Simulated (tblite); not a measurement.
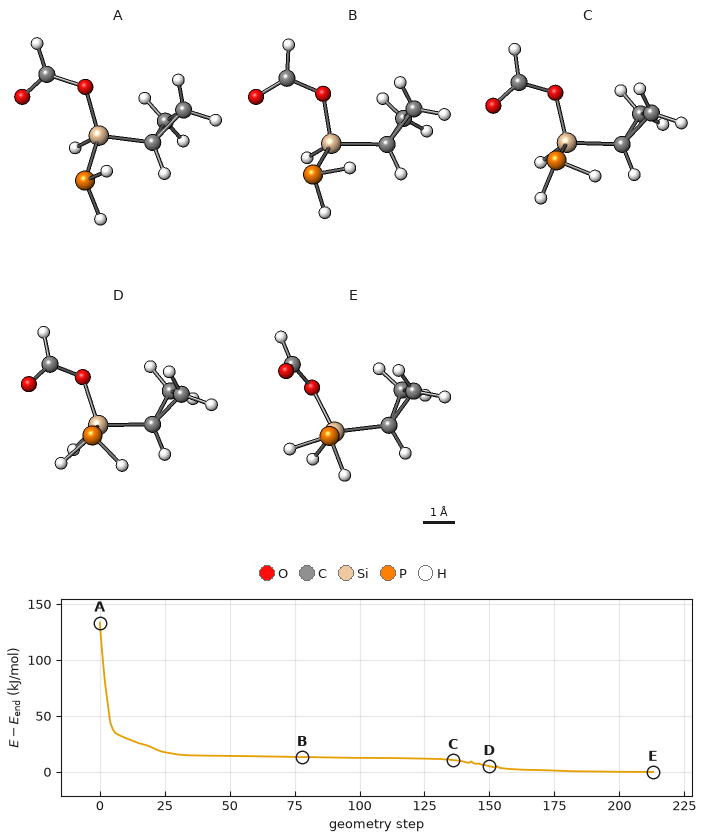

Frames of a relaxation of C$_{4}$H$_{9}$O$_{2}$PSi, marked on the history of the run. The picture is a ball-and-stick view, seen at a tilt.

Computed with tblite 0.8.0, GFN2-xTB geometry optimisation, gas phase. 

What happens along the run?

Answer. Over 213 geometry steps the energy falls by 133.5 kJ/mol. The largest move after the best rigid fit is that of an H atom, 2.43 Å. By element the largest moves are H 2.43 Å, O 2.01 Å, P 0.94 Å, Si 0.61 Å, C 0.48 Å. Some distances before and after: O–P 4.029 → 2.667 Å, H–P 1.477 → 1.384 Å, C–O 1.381 → 1.300 Å, C–O 1.248 → 1.198 Å. Bond angles that change, for instance: P–Si–H 106.2° → 122.9°, H–P–H 108.8° → 92.8°, Si–P–H 110.6° → 95.1°. Groups turn about O–Si by about 90°. Cost: 1.8 s on 1 thread of Arm Neoverse V1, with other jobs on the host. From step 0 to 78: an O atom moves most (0.71 Å), energy −120.2 kJ/mol. From step 78 to 136: an H atom moves most (0.85 Å), energy −2.64 kJ/mol. From step 136 to 150: an H atom moves most (0.61 Å), energy −5.47 kJ/mol. From step 150 to 213: an O atom moves most (0.95 Å), energy −5.17 kJ/mol.

```tsv
step	E − E(0), kJ/mol
0	0.00
1	-28.71
2	-53.35
3	-71.12
4	-88.69
5	-95.37
6	-98.72
7	-100.05
8	-101.10
9	-102.18
10	-103.24
21	-112.66
31	-118.07
42	-118.91
53	-119.18
63	-119.51
74	-120.02
85	-120.48
95	-120.75
106	-120.97
117	-121.17
128	-121.71
138	-123.31
149	-127.78
160	-131.20
170	-131.80
181	-132.83
192	-133.03
202	-133.37
213	-133.46
```
